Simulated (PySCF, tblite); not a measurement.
**C₅H₆F₂OSi: geometry, infrared bands and NMR shifts**

Wanted: the infrared bands and NMR shifts of C₅H₆F₂OSi (`C#C/C=C(/O[SiH3])C(F)F`), by calculation.

Computed with tblite 0.8.0 and PySCF 2.14.0, with density-fitted response routines of our own, on a single molecule in the gas phase. Atoms count from 0, in the outputs and in this text.

### Step 1. The molecule as given

15 atoms, charge 0, multiplicity 1; geometry from: force field or distance geometry start.

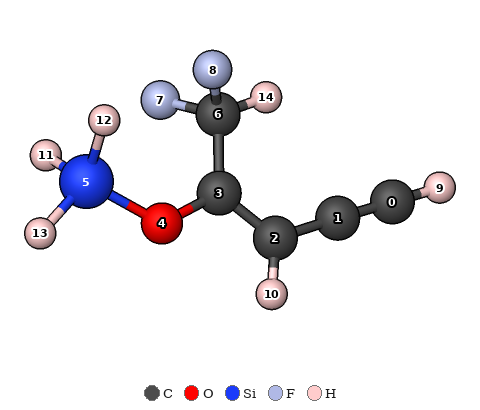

The starting geometry (carbon dark grey, oxygen red, silicon blue, fluorine light blue, hydrogen pink), atoms numbered; sticks join atoms by distance.

### Step 2. Optimising the geometry with GFN2-xTB

The job: settings as JSON, then the geometry in Å.

```
{"job": {"kind": "relax", "xc": "GFN2-xTB", "basis": "xTB"}, "charge": 0, "multiplicity": 1}
C      3.519900    -0.911300    -0.206100
C      2.318500    -1.058000    -0.293500
C      0.929200    -1.262600    -0.378200
C     -0.003800    -0.319200    -0.094400
O     -1.342900    -0.722400    -0.241700
Si    -2.690400     0.211400     0.035200
C      0.351500     1.071600     0.391500
F     -0.138900     2.023300    -0.440200
F     -0.185700     1.315500     1.620200
H      4.562700    -0.779400    -0.133200
H      0.584800    -2.239100    -0.722400
H     -2.692400     1.397900    -0.846400
H     -2.744700     0.617900     1.473400
H     -3.894200    -0.590200    -0.263700
H      1.422100     1.252600     0.480500
```

Started as:

```bash
$ OMP_NUM_THREADS=1 python probes_run.py task.json out
```

The driver reads the jobs from task.json and runs them one after another.

What it wrote:

```text
step      E/eV     max force
  0    -788.72613    1.962
  1    -788.79498    2.727
  2    -788.81436    2.102
  3    -788.87141    0.516
  4    -788.89130    0.450
  5    -788.91442    0.506
  6    -788.92751    0.348
  7    -788.94303    0.333
  8    -788.95341    0.323
  9    -788.96173    0.283
 10    -788.96772    0.189
 11    -788.97294    0.214
 12    -788.97741    0.176
 13    -788.98005    0.141
 14    -788.98163    0.089
 15    -788.98326    0.106
 16    -788.98524    0.127
 17    -788.98691    0.116
 18    -788.98790    0.062
 19    -788.98854    0.061
 20    -788.98911    0.077
 21    -788.98967    0.065
 22    -788.99012    0.044
 23    -788.99045    0.050
 24    -788.99077    0.053
 25    -788.99110    0.062
 26    -788.99142    0.050
 27    -788.99170    0.048
 28    -788.99193    0.047
 29    -788.99209    0.033
 30    -788.99220    0.021
 31    -788.99227    0.020
 32    -788.99233    0.022
 33    -788.99239    0.023
 34    -788.99245    0.024
 35    -788.99251    0.024
 36    -788.99257    0.020
 37    -788.99261    0.017
 38    -788.99264    0.012
 39    -788.99265    0.009
```

It took 0.27 s on 1 thread of Arm Neoverse V1, shared host.

The steps of the relaxation: (not every step is listed)

```csv
step,energy from step 0 (eV),largest force (eV/Å)
0,0.0000,1.9620
1,-0.0688,2.7269
2,-0.0882,2.1025
3,-0.1453,0.5159
4,-0.1652,0.4495
5,-0.1883,0.5057
6,-0.2014,0.3475
7,-0.2169,0.3327
8,-0.2273,0.3226
10,-0.2416,0.1892
12,-0.2513,0.1763
14,-0.2555,0.0891
16,-0.2591,0.1266
18,-0.2618,0.0617
20,-0.2630,0.0771
22,-0.2640,0.0438
24,-0.2646,0.0530
26,-0.2653,0.0497
28,-0.2658,0.0472
30,-0.2661,0.0212
32,-0.2662,0.0223
34,-0.2663,0.0241
35,-0.2664,0.0241
36,-0.2664,0.0202
37,-0.2665,0.0166
38,-0.2665,0.0122
39,-0.2665,0.0090
```

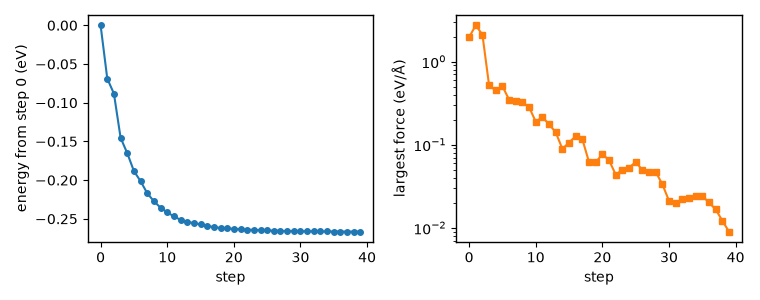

Energy and largest force along the relaxation.

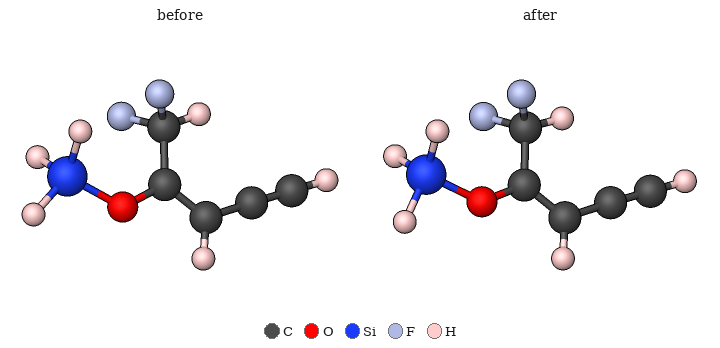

Before and after, at one scale.

Close pairs (by a distance rule), those that changed most:

```csv
bond,before (Å),after (Å),change (Å)
C3–O4,1.406,1.331,-0.075
Si5–H12,1.496,1.460,-0.036
Si5–H13,1.477,1.455,-0.022
O4–Si5,1.663,1.643,-0.019
Si5–H11,1.478,1.460,-0.018
C2–C3,1.357,1.342,-0.015
C0–C1,1.213,1.202,-0.012
C2–H10,1.091,1.081,-0.010
```

The final coordinates are the input of the step that follows.

### Step 3. Harmonic vibrations with GFN2-xTB

The job: settings as JSON, then the geometry in Å.

```
{"job": {"kind": "ir", "xc": "GFN2-xTB", "basis": "xTB"}, "charge": 0, "multiplicity": 1}
C      3.467326    -0.906610    -0.206347
C      2.275584    -1.044130    -0.279768
C      0.888998    -1.248351    -0.379884
C     -0.034263    -0.319860    -0.084911
O     -1.335228    -0.577397    -0.201129
Si    -2.720972     0.267622     0.056969
C      0.379665     1.051143     0.390106
F     -0.096017     2.020478    -0.434018
F     -0.140152     1.323619     1.615115
H      4.506893    -0.784137    -0.141427
H      0.565637    -2.222908    -0.718161
H     -2.772626     1.433168    -0.820466
H     -2.821371     0.656420     1.460497
H     -3.639899    -0.794109    -0.324053
H      1.472011     1.153041     0.448428
```

What it wrote:

```text
mode    cm-1     km/mol
  1     -40.9      3.61
  2      45.7      0.17
  3     106.5      0.65
  4     125.7      0.33
  5     137.4      7.44
  6     172.5      0.40
  7     222.8      1.53
  8     274.3      3.10
  9     284.8      3.11
 10     401.1      0.15
 11     418.9      8.86
 12     476.0      5.55
 13     608.5     54.83
 14     613.9      8.79
 15     614.9     19.61
 16     635.1     24.80
 17     635.2     26.65
 18     691.8     61.92
 19     747.0     62.27
 20     755.9    199.29
 21     795.5    216.07
 22     823.9    482.21
 23     825.3      8.80
 24     915.5    117.45
 25    1006.3    208.70
 26    1047.4     31.45
 27    1076.1     32.47
 28    1227.3     61.41
 29    1254.0     10.92
 30    1273.9    221.02
 31    1298.7    369.19
 32    1657.0    177.25
 33    2250.0      2.34
 34    2284.5    348.57
 35    2301.7    179.69
 36    2342.9    243.71
 37    2931.5     19.52
 38    3074.5      8.41
 39    3399.3     16.64
```

It took 0.53 s on 1 thread of Arm Neoverse V1, shared host.

The strongest bands and the atoms that carry them (share of the mass-weighted mode):

```csv
cm⁻¹,km/mol,atoms
756,199.3,"H13 58 %, H11 19 %, H12 19 %"
796,216.1,"H12 47 %, H11 47 %"
824,482.2,"H13 34 %, H12 28 %, H11 28 %"
1006,208.7,"C6 63 %, F7 16 %, F8 16 %"
1274,221.0,"H14 37 %, O4 17 %, C2 15 %, C3 14 %"
1299,369.2,"C3 47 %, C6 16 %, O4 15 %, H10 13 %"
2284,348.6,"H12 48 %, H11 48 %"
2343,243.7,H13 96 %
```

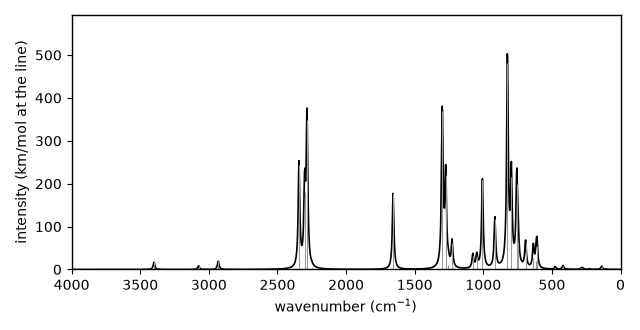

The infrared spectrum from these modes, unscaled. Lines are broadened to a width of 14 cm⁻¹ (Lorentzian).

### Step 4. NMR shieldings: PBE0/pcSseg-1

The job, as its differences from that of step 3:

```diff
@@ -1,2 +1,2 @@
-{"job": {"kind": "ir", "xc": "GFN2-xTB", "basis": "xTB"}, "charge": 0, "multiplicity": 1}
+{"job": {"kind": "nmr", "xc": "PBE0", "basis": "pcSseg-1"}, "charge": 0, "multiplicity": 1}
 C      3.467326    -0.906610    -0.206347
```

Level: GIAO PBE0/pcSseg-1 NMR shielding, non-relativistic, gas phase.

What it wrote:

```text
coarse grid: 14032 points
cycle   1  E = -757.5627060545  dE =  1.441e+00  |g| = 9.188e-01  |ddm| = 3.791e+00
cycle   2  E = -757.3835703219  dE =  1.791e-01  |g| = 1.387e+00  |ddm| = 1.668e+00
cycle   3  E = -757.7079534418  dE = -3.244e-01  |g| = 1.176e-01  |ddm| = 1.073e+00
cycle   4  E = -757.7096766083  dE = -1.723e-03  |g| = 7.885e-02  |ddm| = 1.511e-01
cycle   5  E = -757.7110294396  dE = -1.353e-03  |g| = 2.794e-02  |ddm| = 6.668e-02
cycle   6  E = -757.7112151369  dE = -1.857e-04  |g| = 4.568e-03  |ddm| = 2.318e-02
cycle   7  E = -757.7112189352  dE = -3.798e-06  |g| = 1.939e-03  |ddm| = 4.431e-03
final grid: 134616 points
cycle   8  E = -757.7888202190  dE = -3.124e-05  |g| = 1.145e-02  |ddm| = 4.889e-02
cycle   9  E = -757.7887764328  dE =  4.379e-05  |g| = 1.908e-02  |ddm| = 2.450e-02
cycle  10  E = -757.7888438942  dE = -6.746e-05  |g| = 1.526e-03  |ddm| = 1.679e-02
cycle  11  E = -757.7888444127  dE = -5.185e-07  |g| = 5.005e-04  |ddm| = 1.697e-03
cycle  12  E = -757.7888444631  dE = -5.047e-08  |g| = 1.325e-04  |ddm| = 4.436e-04
cycle  13  E = -757.7888444666  dE = -3.498e-09  |g| = 6.096e-05  |ddm| = 1.393e-04
cycle  14  E = -757.7888444675  dE = -8.201e-10  |g| = 1.980e-05  |ddm| = 5.335e-05
converged SCF energy = -757.7888444675

GIAO shielding tensors (ppm)
atom      isotropic    diamagn.    paramagn.     s11        s22        s33       span
  0 C       92.133     258.528    -166.394     29.707     49.114    197.579    167.872
  1 C      105.213     255.045    -149.832      4.071     12.201    299.365    295.294
  2 C       84.687     253.606    -168.919     -3.364    105.778    151.646    155.010
  3 C       21.948     252.914    -230.966    -92.929     49.779    108.993    201.922
  4 O      236.034     397.368    -161.334    136.213    218.824    353.064    216.851
  5 Si     382.143     879.428    -497.285    343.405    351.576    451.449    108.044
  6 C       69.897     241.105    -171.208     55.111     70.822     83.759     28.648
  7 F      312.534     473.440    -160.906    198.622    333.906    405.074    206.451
  8 F      312.503     473.350    -160.847    198.558    333.880    405.071    206.513
  9 H       28.665      33.892      -5.227     24.804     25.101     36.090     11.286
 10 H       26.177      29.654      -3.478     22.296     26.818     29.416      7.120
 11 H       26.461      28.989      -2.528     22.905     25.734     30.743      7.838
 12 H       26.461      28.957      -2.496     22.907     25.734     30.743      7.836
 13 H       26.718      28.748      -2.029     22.670     25.480     32.005      9.335
 14 H       24.365      28.815      -4.450     21.003     22.716     29.376      8.373
```

Run time: 31 s. Hardware: 1 thread of Arm Neoverse V1, shared host; peak memory 0.9 GiB.

The references, computed at this level on geometries of the same kind, shield at (ppm): ¹H TMS 31.72, ¹³C TMS 186.9, ²⁹Si TMS 349.2, ¹⁹F CFCl3 170.9, ¹⁷O H2O 336.1. Their shielding less the atom's gives the shift. The references are single molecules in the gas phase, so shifts against H2O, NH3, PH3, H3PO4 or CFCl3 are not on the usual liquid scales and can be off by tens of ppm. Atoms listed in one row are averaged.

```csv
atoms,environment,σ (ppm),δ (ppm),δ scaled to CDCl3
C3,alkene carbon bearing oxygen,21.9,165.0,159.1
C6,allylic sp3 CH bonded to 2 F,69.9,117.0,112.3
C2,β carbon of an enol-ether or enamine type C=C,84.7,102.2,97.9
C0,terminal alkyne carbon,92.1,94.8,90.6
C1,alkyne carbon,105.2,81.7,77.8
H14,hydrogen on an allylic sp3 CH bonded to 2 F,24.36,7.35,7.04
H10,hydrogen on a β carbon of an enol-ether or enamine type C=C,26.18,5.54,5.33
"H11, H12, H13",hydrogen on a silicon bonded to O,26.55,5.17,–
H9,hydrogen on a terminal alkyne carbon,28.67,3.05,2.98
O4,"oxygen bonded to C, Si",236.0,100.0,–
Si5,"silicon bonded to O, 3 H",382.1,-33.0,–
"F7, F8",fluorine of a CF2 group,312.5,-141.6,–
```

The scaled column applies a straight-line fit of computed shieldings to shifts measured in CDCl3, and one for carbons that bear F (root-mean-square error 0.16 ppm for H, 1.9 ppm for C).

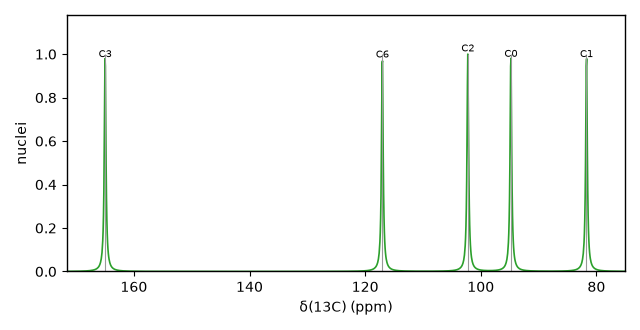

¹³C lines at the computed shifts, without couplings. Lines are broadened to a width of 0.33 ppm (Lorentzian).

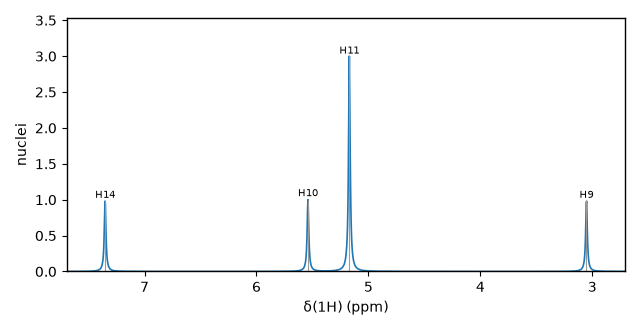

¹H lines at the computed shifts, without couplings. Lines are broadened to a width of 0.02 ppm (Lorentzian).

Charges from the same density, by scheme (e):

```csv
atoms,Mulliken,IAO,Hirshfeld,ESP fit
C0,-0.32,-0.24,-0.11,-0.48
C1,0.26,-0.04,-0.05,0.12
C2,-0.18,-0.22,-0.06,-0.37
C3,0.19,0.20,0.07,0.26
O4,-0.61,-0.56,-0.18,-0.37
Si5,0.68,0.86,0.38,0.58
C6,0.53,0.41,0.14,0.26
"F7, F8",-0.30,-0.30,-0.10,-0.20
```

Mulliken charges:

C0 -0.32; C1 0.26; C2 -0.18; C3 0.19; O4 -0.61; Si5 0.68; C6 0.53; F7 -0.30; F8 -0.30; H9 0.05; H10 0.14; H11 -0.09; H12 -0.09; H13 -0.10; H14 0.14

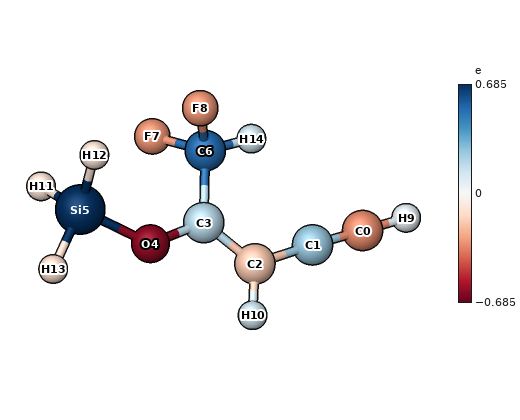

Mulliken charges, as colours on the atoms.

Mayer bond orders: C0–C1 2.39, C1–C2 1.06, C2–C3 1.74, C3–O4 0.97, O4–Si5 0.85, C3–C6 1.01, C6–F7 0.93, C6–F8 0.93.

### Step 5. Outcome

| quantity | value |
| --- | --- |
| strongest single infrared mode (GFN2-xTB) | 824 cm⁻¹, 482 km/mol |
| zero-point energy (GFN2-xTB) | 56.8 kcal/mol |
| ¹³C shifts against TMS (PBE0/pcSseg-1) | 165.0, 117.0, 102.2, 94.8, 81.7 ppm |
| ¹H shifts against TMS (PBE0/pcSseg-1, means over atoms taken as alike) | 7.35, 5.54, 5.17, 3.05 ppm |
| ¹⁷O shifts against H2O (PBE0/pcSseg-1) | 100.0 ppm |
| ²⁹Si shifts against TMS (PBE0/pcSseg-1) | -33.0 ppm |
| ¹⁹F shifts against CFCl3 (PBE0/pcSseg-1, means over atoms taken as alike) | -141.6 ppm |

**Reading.** The optimisation took 39 steps and gained 0.267 eV; among the close pairs (by a distance rule), C3–O4 changed most, from 1.406 to 1.331 Å. The lowest mode is imaginary (41i cm⁻¹), so the xTB geometry is not a minimum. GFN2-xTB is a fitted tight-binding method: band positions and strengths are rough. Its intensities can rank the bands wrongly. C3 (alkene carbon bearing oxygen) lies farthest downfield among carbon, at 165.0 ppm; an sp2 carbon further deshielded by the attached heteroatom. H14 (hydrogen on an allylic sp3 CH bonded to 2 F) lies farthest downfield among hydrogen, at 7.35 ppm; its carbon carries F, an electronegative neighbour. At PBE0/pcSseg-1: The largest span, 295 ppm, is at C1, where the paramagnetic term is -150 ppm.
